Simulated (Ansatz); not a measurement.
# C2H7BrSi: one species, many methods, part 2 of 2

Ansatz 0.2.0, Gaussian basis; functionals in def2-TZVPP, the program's frozen cores in correlated methods. Earlier steps stand in the parts before.

### 14 CAM-B3LYP-D4 (range-separated)

in.yaml

```yaml
crystal:
  periodic: [false, false, false]
  atoms:
    - {symbol: C, position_ang: [-0.597208, 1.257714, -0.297342]}
    - {symbol: C, position_ang: [-0.557830, -0.252275, -0.214063]}
    - {symbol: Si, position_ang: [0.975916, -0.954151, 0.631173]}
    - {symbol: Br, position_ang: [-0.599654, -1.034442, -2.016301]}
    - {symbol: H, position_ang: [0.281124, 1.650787, -0.813133]}
    - {symbol: H, position_ang: [-0.614155, 1.677959, 0.713513]}
    - {symbol: H, position_ang: [-1.486664, 1.606181, -0.826009]}
    - {symbol: H, position_ang: [-1.460915, -0.639237, 0.260555]}
    - {symbol: H, position_ang: [1.038375, -0.422290, 2.022165]}
    - {symbol: H, position_ang: [2.180993, -0.512517, -0.113997]}
    - {symbol: H, position_ang: [0.905319, -2.434628, 0.674039]}
basis:
  gaussian: {orbitals: def2-TZVPP}
hamiltonian: {xc: {name: CAM-B3LYP}, dispersion: d4}
output: {orbitals: {seedname: orbitals}}
```

On the command line:

```
$ ansatz run in.yaml --threads 4 --pin off --events-out ev --progress --plain --max-ram 10444MiB
```

The program printed (excerpt; [...] marks lines left out):

```text
Functional definition: CAM-B3LYP
  name "CAM-B3LYP"
  cite "Yanai, Tew & Handy, Chem. Phys. Lett. 393, 51 (2004) doi:10.1016/j.cplett.2004.06.011"
  cite "Iikura, Tsuneda, Yanai & Hirao, J. Chem. Phys. 115, 3540 (2001) doi:10.1063/1.1383587"
  cite "Becke, Phys. Rev. A 38, 3098 (1988) doi:10.1103/PhysRevA.38.3098"
  cite "Lee, Yang & Parr, Phys. Rev. B 37, 785 (1988) doi:10.1103/PhysRevB.37.785"
  cite "Vosko, Wilk & Nusair, Can. J. Phys. 58, 1200 (1980) doi:10.1139/p80-159"
[...]
  # Exact exchange under (alpha + beta erf(omega r))/r, Becke's under what is left of 1/r.
[...]
1477 factors; their error is unknown
349 factors; integrals over basis functions are off by at most 1.2e-5 eV
[...]
mean field -80115.52330295 eV, -2944.1911771314 hartree, gradient 6.0e-5 eV, S^2 0.000000; 0 other end points of the search recorded, 0 dependent functions left out
reference -80115.52344065 eV, -2944.1911821916 hartree; 34, 34 occupied and 216, 216 virtual orbitals, 1477 factors
Total energy: -80115.74107234 eV, -2944.1991800089 hartree
```

Wall time 3.6 s (4 threads of Intel Xeon Platinum 8488C, shared host); peak memory 0.82 GiB.

Atomisation energy: 3722.1 kJ/mol (free atoms -80077.164 eV, run apart). HOMO -9.05 eV, LUMO 0.73 eV.

### 15 LC-ωPBE (range-separated)

Changes to in.yaml since step 14:

```diff
@@ -16,3 +16,3 @@
   gaussian: {orbitals: def2-TZVPP}
-hamiltonian: {xc: {name: CAM-B3LYP}, dispersion: d4}
+hamiltonian: {xc: {name: LC-wPBE}}
 output: {orbitals: {seedname: orbitals}}
```

Launched as before.

The program printed (excerpt; [...] marks lines left out):

```text
Functional definition: LC-wPBE
  name "LC-wPBE"
  cite "Vydrov & Scuseria, J. Chem. Phys. 125, 234109 (2006) doi:10.1063/1.2409292"
  cite "Heyd & Scuseria, J. Chem. Phys. 120, 7274 (2004) doi:10.1063/1.1668634"
  cite "Ernzerhof & Perdew, J. Chem. Phys. 109, 3313 (1998) doi:10.1063/1.476928"
  cite "Perdew, Burke & Ernzerhof, Phys. Rev. Lett. 77, 3865 (1996) doi:10.1103/PhysRevLett.77.3865"
  parent pbe
[...]
1437 factors; their error is unknown
450 factors; integrals over basis functions are off by at most 3.8e-5 eV
[...]
mean field -80099.88837217 eV, -2943.6166040228 hartree, gradient 2.3e-5 eV, S^2 0.000000; 0 other end points of the search recorded, 0 dependent functions left out
reference -80099.88837218 eV, -2943.6166040231 hartree; 34, 34 occupied and 216, 216 virtual orbitals, 1437 factors
Total energy: -80099.88837218 eV, -2943.6166040231 hartree
```

It took 2.3 s on 4 threads of Intel Xeon Platinum 8488C, shared host; peak memory 0.51 GiB.

Atomisation energy: 3682.1 kJ/mol (free atoms -80061.726 eV, run apart). HOMO -10.42 eV, LUMO 1.94 eV.

### 16 ωB97X-V (range-separated)

Changes to in.yaml since step 15:

```diff
@@ -16,3 +16,3 @@
   gaussian: {orbitals: def2-TZVPP}
-hamiltonian: {xc: {name: LC-wPBE}}
+hamiltonian: {xc: {name: wB97X-V}}
 output: {orbitals: {seedname: orbitals}}
```

Same command.

The program printed (excerpt; [...] marks lines left out):

```text
Functional definition: wB97X-V
  name "wB97X-V"
  cite "Mardirossian & Head-Gordon, Phys. Chem. Chem. Phys. 16, 9904 (2014) doi:10.1039/C3CP54374A"
  cite "Becke, J. Chem. Phys. 107, 8554 (1997) doi:10.1063/1.475007"
  cite "Vydrov & Van Voorhis, J. Chem. Phys. 133, 244103 (2010) doi:10.1063/1.3521275"
[...]
      + integral(e_c_pw_opposite_spin*poly(b97_u_opposite, cos0, cos1)) + vv10(b, c)
1477 factors; their error is unknown
329 factors; integrals over basis functions are off by at most 1.7e-5 eV
[...]
mean field -80105.09801586 eV, -2943.8080548972 hartree, gradient 1.9e-5 eV, S^2 0.000000; 0 other end points of the search recorded, 0 dependent functions left out
reference -80105.09801374 eV, -2943.8080548194 hartree; 34, 34 occupied and 216, 216 virtual orbitals, 1477 factors
Total energy: -80105.09801374 eV, -2943.8080548194 hartree
```

Run time: 6 s. Hardware: 4 threads of Intel Xeon Platinum 8488C, shared host; peak memory 0.88 GiB.

Atomisation energy: 3728.8 kJ/mol (free atoms -80066.452 eV, run apart). HOMO -10.07 eV, LUMO 1.79 eV.

### 17 ωB97M-V (range-separated)

Changes to in.yaml since step 16:

```diff
@@ -16,3 +16,3 @@
   gaussian: {orbitals: def2-TZVPP}
-hamiltonian: {xc: {name: wB97X-V}}
-output: {orbitals: {seedname: orbitals}}
+hamiltonian: {xc: {name: wB97M-V}}
+output: {forces: true, orbitals: {seedname: orbitals}}
```

Same command.

The program printed (excerpt; [...] marks lines left out):

```text
Functional definition: wB97M-V
  name "wB97M-V"
  cite "Mardirossian & Head-Gordon, J. Chem. Phys. 144, 214110 (2016) doi:10.1063/1.4952647"
  cite "Becke, J. Chem. Phys. 107, 8554 (1997) doi:10.1063/1.475007"
  cite "Vydrov & Van Voorhis, J. Chem. Phys. 133, 244103 (2010) doi:10.1063/1.3521275"
  # Of w^i u^j: cxij and so on, Table III.
[...]
  gx(w, u) = 1 - cx + cx01*u + cx10*w
  gss(w, u) = css00 + css04*u^4 + css10*w + css20*w^2 + css43*w^4*u^3
  gos(w, u) = cos00 + cos10*w + (cos20 + cos21*u)*w^2 + (cos60 + cos61*u)*w^6
[...]
      + integral(e_c_pw_mod_opposite_spin*gos(b97_w_opposite, b97_u_opposite)) + vv10(b, c)
1472 factors; their error is unknown
329 factors; integrals over basis functions are off by at most 1.7e-5 eV
[...]
Atom 1 at    -0.557830    -0.252275    -0.214063 Å, force    -0.043044    -0.229234     0.078714 eV/Å
Atom 2 at     0.975916    -0.954151     0.631173 Å, force     0.097662    -0.037082     0.076786 eV/Å
Atom 3 at    -0.599654    -1.034442    -2.016301 Å, force     0.008431     0.008585    -0.023560 eV/Å
Atom 4 at     0.281124     1.650787    -0.813133 Å, force    -0.055208    -0.034922     0.028323 eV/Å
Atom 5 at    -0.614155     1.677959     0.713513 Å, force     0.002824    -0.027361    -0.080674 eV/Å
Atom 6 at    -1.486664     1.606181    -0.826009 Å, force     0.072637    -0.028452     0.036108 eV/Å
Atom 7 at    -1.460915    -0.639237     0.260555 Å, force     0.085561     0.049851    -0.028509 eV/Å
Atom 8 at     1.038375    -0.422290     2.022165 Å, force    -0.010550    -0.055422    -0.161027 eV/Å
Atom 9 at     2.180993    -0.512517    -0.113997 Å, force    -0.141598    -0.044286     0.073910 eV/Å
Atom 10 at     0.905319    -2.434628     0.674039 Å, force     0.003094     0.171801    -0.012527 eV/Å
Dipole moment:    -0.071168     0.216590     0.303248 e Å
```

It took 8.5 s on 4 threads of Intel Xeon Platinum 8488C, shared host; peak memory 1 GiB.

Atomisation energy: 3720.2 kJ/mol (free atoms -80068.739 eV, run apart). HOMO -9.94 eV, LUMO 1.56 eV.

### 18 B2PLYP (double hybrid)

Changes to in.yaml since step 17:

```diff
@@ -16,3 +16,2 @@
   gaussian: {orbitals: def2-TZVPP}
-hamiltonian: {xc: {name: wB97M-V}}
-output: {forces: true, orbitals: {seedname: orbitals}}
+hamiltonian: {xc: {name: B2PLYP}}
```

The command is unchanged.

The program printed (excerpt; [...] marks lines left out):

```text
Functional definition: B2PLYP
  name "B2PLYP"
  cite "Grimme, J. Chem. Phys. 124, 034108 (2006) doi:10.1063/1.2148954"
  cite "Becke, Phys. Rev. A 38, 3098 (1988) doi:10.1103/PhysRevA.38.3098"
  cite "Lee, Yang & Parr, Phys. Rev. B 37, 785 (1988) doi:10.1103/PhysRevB.37.785"
[...]
1474 factors; integrals over basis functions are off by at most 1.0e-3 eV
[...]
mean field -80090.66246243 eV, -2943.2775580933 hartree, gradient 6.2e-6 eV, S^2 0.000000; 0 other end points of the search recorded, 0 dependent functions left out
16 core orbitals not correlated: weight in the atoms' cores, before any rotation towards them, 1.000 or more for the frozen orbitals, at most 0.000 for the correlated occupied ones
reference -80090.66264064 eV, -2943.2775646426 hartree; 18, 18 occupied and 216, 216 virtual orbitals, 1474 factors
second order -24.93049170 eV of doubles, -0.00000000 eV of singles
Total energy: -80097.39387340 eV, -2943.5249328839 hartree
```

It took 4.7 s on 4 threads of Intel Xeon Platinum 8488C, shared host; peak memory 0.71 GiB.

With the free atoms at this level, -80059.341 eV in sum, the atomisation energy is 3671.5 kJ/mol.

### 19 PBE-QIDH (double hybrid)

Changes to in.yaml since step 18:

```diff
@@ -16,2 +16,2 @@
   gaussian: {orbitals: def2-TZVPP}
-hamiltonian: {xc: {name: B2PLYP}}
+hamiltonian: {xc: {name: PBE-QIDH}}
```

The command is unchanged.

The program printed (excerpt; [...] marks lines left out):

```text
Functional definition: PBE-QIDH
  name "PBE-QIDH"
  cite "Brémond, Sancho-García, Pérez-Jiménez & Adamo, J. Chem. Phys. 141, 031101 (2014) doi:10.1063/1.4890314"
  cite "Perdew, Burke & Ernzerhof, Phys. Rev. Lett. 77, 3865 (1996) doi:10.1103/PhysRevLett.77.3865"
[...]
1474 factors; integrals over basis functions are off by at most 1.0e-3 eV
[...]
mean field -80080.41678131 eV, -2942.9010362571 hartree, gradient 6.6e-6 eV, S^2 0.000000; 0 other end points of the search recorded, 0 dependent functions left out
16 core orbitals not correlated: weight in the atoms' cores, before any rotation towards them, 1.000 or more for the frozen orbitals, at most 0.000 for the correlated occupied ones
reference -80080.41679445 eV, -2942.9010367401 hartree; 18, 18 occupied and 216, 216 virtual orbitals, 1474 factors
second order -23.23698231 eV of doubles, -0.00000000 eV of singles
Total energy: -80088.16245522 eV, -2943.1856845232 hartree
```

Run time: 5.5 s. Hardware: 4 threads of Intel Xeon Platinum 8488C, shared host; peak memory 0.71 GiB.

With the free atoms at this level, -80049.797 eV in sum, the atomisation energy is 3701.7 kJ/mol.

### 20 Frontier levels by functional

Dipoles come from the runs that computed forces. Levels are read from the orbital files that the runs wrote:

```csv
functional,HOMO (eV),LUMO (eV),gap (eV),dipole (D)
LDA (SPW92),-6.61,-1.56,5.05,
PBE-D4,-6.48,-1.34,5.13,1.75
revPBE-D4,-6.43,-1.25,5.17,
BLYP-D4,-6.33,-1.22,5.11,
r2SCAN-D4,-6.76,-1.09,5.66,1.88
B97M-V,-6.90,-1.11,5.79,
PBE0-D4,-7.72,-0.35,7.36,
B3LYP-D4,-7.48,-0.60,6.89,1.83
r2SCANh-D4,-7.21,-0.74,6.48,
r2SCAN0-D4,-7.90,-0.21,7.69,
HSE06-D4,-7.32,-0.74,6.58,
BHLYP-D4,-8.83,0.65,9.49,
CAM-B3LYP-D4,-9.05,0.73,9.78,
LC-ωPBE,-10.42,1.94,12.36,
ωB97X-V,-10.07,1.79,11.86,
ωB97M-V,-9.94,1.56,11.49,1.82
```

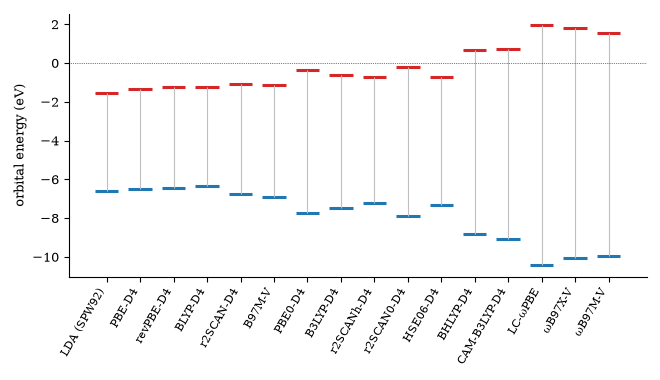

Highest occupied (blue) and lowest empty (red) level by functional.

### 21 CCSD(T) in def2-SVP

Changes to in.yaml since step 19:

```diff
@@ -15,3 +15,3 @@
 basis:
-  gaussian: {orbitals: def2-TZVPP}
-hamiltonian: {xc: {name: PBE-QIDH}}
+  gaussian: {orbitals: def2-SVP}
+correlation: {method: ccsd_t}
```

The command is unchanged.

The program printed (excerpt; [...] marks lines left out):

```text
Functional definition: HF
  name "HF"
  cite "Fock, Z. Phys. 61, 126 (1930) doi:10.1007/BF01340294"
  parent pbe
[...]
1123 factors; integrals over basis functions are off by at most 1.2e-3 eV
[...]
mean field -80020.32849947 eV, -2940.6928326287 hartree, gradient 2.8e-6 eV, S^2 0.000000; 0 other end points of the search recorded, 0 dependent functions left out
16 core orbitals not correlated: weight in the atoms' cores, before any rotation towards them, 1.000 or more for the frozen orbitals, at most 0.000 for the correlated occupied ones
reference -80020.32849947 eV, -2940.6928326287 hartree; 18, 18 occupied and 79, 79 virtual orbitals, 1123 factors
second order -16.99862352 eV of doubles, -0.00000000 eV of singles
cycle   1  -17.77466248 eV  change   -7.8e-1 eV  update   8.7e-2
[...]
cycle   8  -18.33167016 eV  change   -1.8e-5 eV  update   2.6e-5
perturbative correction -0.49740204 eV, -0.0182791879 hartree
Total energy: -80039.15757167 eV, -2941.3847882694 hartree
```

Run time: 6.5 s. Hardware: 4 threads of Intel Xeon Platinum 8488C, shared host; peak memory 0.57 GiB.

### 22 CCSD(T) in def2-TZVPP

Changes to in.yaml since step 21:

```diff
@@ -15,3 +15,4 @@
 basis:
-  gaussian: {orbitals: def2-SVP}
+  gaussian: {orbitals: def2-TZVPP}
 correlation: {method: ccsd_t}
+output: {orbitals: {seedname: orbitals}}
```

Launched as before.

The program printed (excerpt; [...] marks lines left out):

```text
Functional definition: HF
  name "HF"
  cite "Fock, Z. Phys. 61, 126 (1930) doi:10.1007/BF01340294"
  parent pbe
[...]
1474 factors; integrals over basis functions are off by at most 1.0e-3 eV
[...]
mean field -80034.10891062 eV, -2941.1992533980 hartree, gradient 6.7e-6 eV, S^2 0.000000; 0 other end points of the search recorded, 0 dependent functions left out
16 core orbitals not correlated: weight in the atoms' cores, before any rotation towards them, 1.000 or more for the frozen orbitals, at most 0.000 for the correlated occupied ones
reference -80034.10891062 eV, -2941.1992533980 hartree; 18, 18 occupied and 216, 216 virtual orbitals, 1474 factors
second order -20.68721655 eV of doubles, -0.00000000 eV of singles
cycle   1  -21.31704138 eV  change   -6.3e-1 eV  update   9.5e-2
[...]
cycle   8  -21.95436972 eV  change   -3.2e-5 eV  update   3.7e-5
perturbative correction -0.82025701 eV, -0.0301438893 hartree
Total energy: -80056.88353736 eV, -2942.0362054934 hartree
```

It took 1.9 min on 4 threads of Intel Xeon Platinum 8488C, shared host; peak memory 5.3 GiB.

### 23 MP2 in def2-QZVPP

Changes to in.yaml since step 22:

```diff
@@ -15,4 +15,3 @@
 basis:
-  gaussian: {orbitals: def2-TZVPP}
-correlation: {method: ccsd_t}
-output: {orbitals: {seedname: orbitals}}
+  gaussian: {orbitals: "def2-QZVPP.json"}
+correlation: {method: mp2}
```

Launched as before.

The program printed:

```text
Functional definition: HF
  name "HF"
  cite "Fock, Z. Phys. 61, 126 (1930) doi:10.1007/BF01340294"
  parent pbe
  exchange = exact_x
  correlation = 0
2898 factors; integrals over basis functions are off by at most 9.9e-4 eV
mean field evaluation 1: about -80033.1070 eV, gradient 2.8e1 eV
mean field evaluation 2: about -80033.2278 eV, gradient 2.8e1 eV
mean field evaluation 4: about -80035.7459 eV, gradient 4.1e0 eV
mean field evaluation 8: about -80035.7997 eV, gradient 2.1e-1 eV
mean field -80035.79989800 eV, -2941.2613960380 hartree, gradient 7.5e-6 eV, S^2 0.000000; 0 other end points of the search recorded, 0 dependent functions left out
16 core orbitals not correlated: weight in the atoms' cores, before any rotation towards them, 1.000 or more for the frozen orbitals, at most 0.000 for the correlated occupied ones
reference -80035.79989800 eV, -2941.2613960380 hartree; 18, 18 occupied and 449, 449 virtual orbitals, 2898 factors
second order -30.19080821 eV of doubles, -0.00000000 eV of singles
Total energy: -80065.99070621 eV, -2942.3708877755 hartree
```

Run time: 22 s. Hardware: 4 threads of Intel Xeon Platinum 8488C, shared host; peak memory 3.2 GiB.

Energy pieces by basis (eV):

```
     basis           HF  MP2 correlation  CCSD correlation      (T)              total
  def2-SVP  -80020.3285         -16.9986          -18.3317  -0.4974        -80039.1576
def2-TZVPP  -80034.1089         -20.6872          -21.9544  -0.8203        -80056.8835
def2-QZVPP  -80035.7999         -30.1908                             -80065.9907 (MP2)
```

The report of the def2-TZVPP run gives T1 = 0.0091.

### 24 The basis-set limit

No new run: Hartree-Fock is extrapolated as exp(−7.88√X) and correlation as X^−2.97, with X = 3 and 4; only MP2 was run in the larger set, so CCSD(T) minus MP2 is added from the smaller one.

| level | energy at the limit (eV) |
| --- | --- |
| HF | -80036.0328 |
| MP2 | -80073.2633 |
| CCSD | -80074.5305 |
| CCSD(T) | -80075.3507 |

This is no true limit for total energies: MP2 correlation changes by a factor of 1.46 from triple to quadruple zeta (about 1.07 in light molecules), because outer-core shells are correlated in sets not made for them. Much of that cancels between molecule and atoms or ions.

### 25 RPA on PBE orbitals

Changes to in.yaml since step 23:

```diff
@@ -15,3 +15,4 @@
 basis:
-  gaussian: {orbitals: "def2-QZVPP.json"}
-correlation: {method: mp2}
+  gaussian: {orbitals: def2-TZVPP}
+hamiltonian: {xc: pbe}
+correlation: {method: rpa}
```

The command is unchanged.

The program printed (excerpt; [...] marks lines left out):

```text
Functional definition: PBE
  name "PBE"
  cite "Perdew, Burke & Ernzerhof, Phys. Rev. Lett. 77, 3865 (1996) doi:10.1103/PhysRevLett.77.3865"
  parent pbe
[...]
1474 factors; integrals over basis functions are off by at most 1.0e-3 eV
[...]
mean field -80095.37426500 eV, -2943.4507136440 hartree, gradient 1.6e-6 eV, S^2 0.000000; 0 other end points of the search recorded, 0 dependent functions left out
16 core orbitals not correlated: weight in the atoms' cores, before any rotation towards them, 1.000 or more for the frozen orbitals, at most 0.000 for the correlated occupied ones
reference -80032.68309554 eV, -2941.1468556602 hartree; 18, 18 occupied and 216, 216 virtual orbitals, 1474 factors
Total energy: -80067.25007311 eV, -2942.4171686554 hartree
```

It took 3.7 s on 4 threads of Intel Xeon Platinum 8488C, shared host; peak memory 0.63 GiB.

RPA correlation: -34.567 eV. No RPA run of the hydrogen atom was made, so RPA has no atomisation energy below.

### 26 All levels against the reference

Atomisation energy = energies of 2 C, 1 Si, 1 Br, 7 H (separate runs, same level) minus the molecule's; electronic only, no spin-orbit term.

Differences are taken before rounding.

| method | rung | atomisation energy (kJ/mol) | from CCSD(T)/CBS (kJ/mol) | time |
| --- | --- | --- | --- | --- |
| LDA (SPW92) | LDA | 4180.2 | +451.8 | 1 s |
| PBE-D4 | GGA | 3746.9 | +18.5 | 2 s |
| revPBE-D4 | GGA | 3678.8 | -49.7 | 1.5 s |
| BLYP-D4 | GGA | 3682.9 | -45.5 | 1.7 s |
| r2SCAN-D4 | meta-GGA | 3723.7 | -4.7 | 3.8 s |
| B97M-V | meta-GGA | 3720.2 | -8.2 | 6.5 s |
| PBE0-D4 | hybrid | 3717.6 | -10.8 | 2.7 s |
| B3LYP-D4 | hybrid | 3713.0 | -15.5 | 4.3 s |
| r2SCANh-D4 | hybrid | 3711.2 | -17.3 | 5.5 s |
| r2SCAN0-D4 | hybrid | 3693.8 | -34.6 | 4 s |
| HSE06-D4 | hybrid | 3719.6 | -8.8 | 3.1 s |
| BHLYP-D4 | hybrid | 3648.4 | -80.0 | 3.2 s |
| CAM-B3LYP-D4 | range-separated | 3722.1 | -6.3 | 3.6 s |
| LC-ωPBE | range-separated | 3682.1 | -46.3 | 2.3 s |
| ωB97X-V | range-separated | 3728.8 | +0.4 | 6 s |
| ωB97M-V | range-separated | 3720.2 | -8.3 | 8.5 s |
| B2PLYP | double hybrid | 3671.5 | -56.9 | 4.7 s |
| PBE-QIDH | double hybrid | 3701.7 | -26.7 | 5.5 s |
| HF/def2-TZVPP | wavefunction | 2800.6 | -927.8 |  |
| MP2/def2-TZVPP | wavefunction | 3658.5 | -69.9 |  |
| CCSD/def2-TZVPP | wavefunction | 3595.2 | -133.2 |  |
| CCSD(T)/def2-SVP | wavefunction | 3531.1 | -197.3 | 6.5 s |
| CCSD(T)/def2-TZVPP | wavefunction | 3639.3 | -89.1 | 1.9 min |
| MP2/CBS | wavefunction | 3747.7 | +19.2 |  |
| CCSD(T)/CBS | wavefunction | 3728.4 | 0 | 2.3 min |

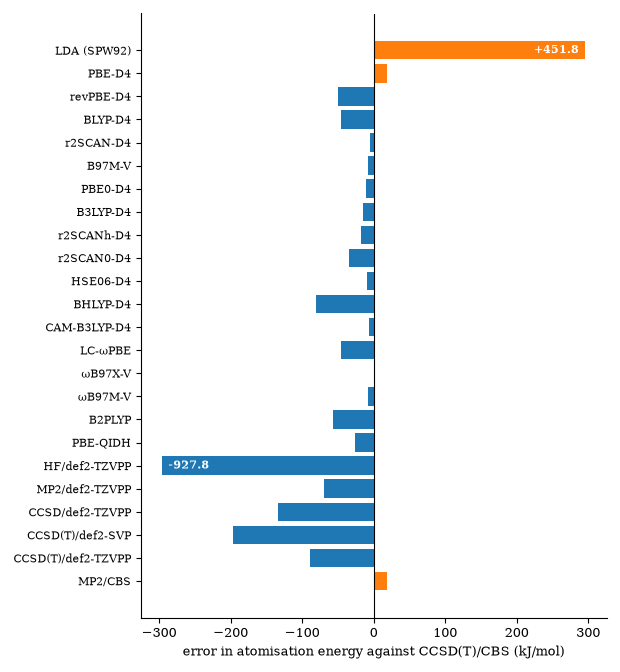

How far each level lands from CCSD(T)/CBS. Bars with a number in them are cut short.

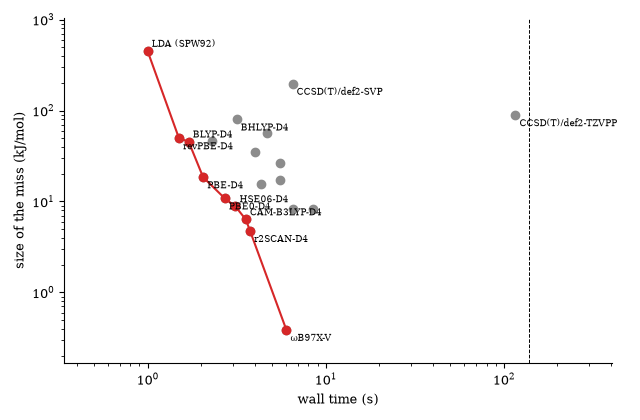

Miss against cost. Red marks the levels that no quicker level drawn beats (of those quicker than the yardstick), and the dashed line is the time of CCSD(T)/CBS. Only those levels and the largest misses are named. Times are from a shared host.

LDA (SPW92), LC-ωPBE, B2PLYP, PBE-QIDH carry no dispersion term (for B3LYP, D4 adds 39.5 kJ/mol).

Times are those of the molecule's run; HF, MP2 and CCSD come out of the CCSD(T) runs, and the limit's time is the sum of the runs that it needs.

### 27 What came out

This closing draws on all 2 parts.

| quantity | value |
| --- | --- |
| atomisation energy, CCSD(T)/CBS | 3728.4 kJ/mol |
| functionals within 37.3 kJ/mol (1.0 %) | PBE-D4, r2SCAN-D4, B97M-V, PBE0-D4, B3LYP-D4, r2SCANh-D4, r2SCAN0-D4, HSE06-D4, CAM-B3LYP-D4, ωB97X-V, ωB97M-V, PBE-QIDH |
| farthest beyond LDA | BHLYP-D4 (-80.0 kJ/mol) |
| mean size of error, GGA | 37.9 kJ/mol |
| mean size of error, meta-GGA | 6.5 kJ/mol |
| mean size of error, hybrid | 27.8 kJ/mol |
| mean size of error, range-separated | 15.3 kJ/mol |
| mean size of error, double hybrid | 41.8 kJ/mol |
| gap, smallest and largest | 5.05 eV (LDA (SPW92)), 12.36 eV (LC-ωPBE) |
| T1 diagnostic | 0.0091 |
| triples share of the correlation energy | 3.6 % |

LDA overbinds by 451.8 kJ/mol (12 %). PBE-D4 is off by +18.5 kJ/mol. Double hybrids carry the basis error of their MP2 part in triple zeta, and no dispersion term here, so their miss is partly the set-up's. The rungs meta-GGA, range-separated, hybrid miss on average by less than the doubt on the reference (37.3 kJ/mol), so they tie. The reference freezes the cores and leaves out relativity and excitations past (T), and its outer-core shells are covered unevenly, so misses under about 37.3 kJ/mol can't be ranked. All levels share the lack of spin-orbit coupling, which lowers the free heavy atoms and so the true binding. Hartree-Fock recovers 75 % of the binding; the rest is correlation. CCSD(T) in def2-SVP is off by -197.3 kJ/mol, so the small basis spoils what the method gains. The gap grows from 5.1 to 12.4 eV across the functionals, mostly with the share of exact exchange. Correlated methods include outer-core shells of Br, which these sets cover unevenly.

ωB97X-V reaches 0.4 kJ/mol from the reference in 6 s, where CCSD(T)/CBS took 2.3 min; the quickest level in the cost chart, LDA (SPW92), takes 1 s and misses by 451.8 kJ/mol.
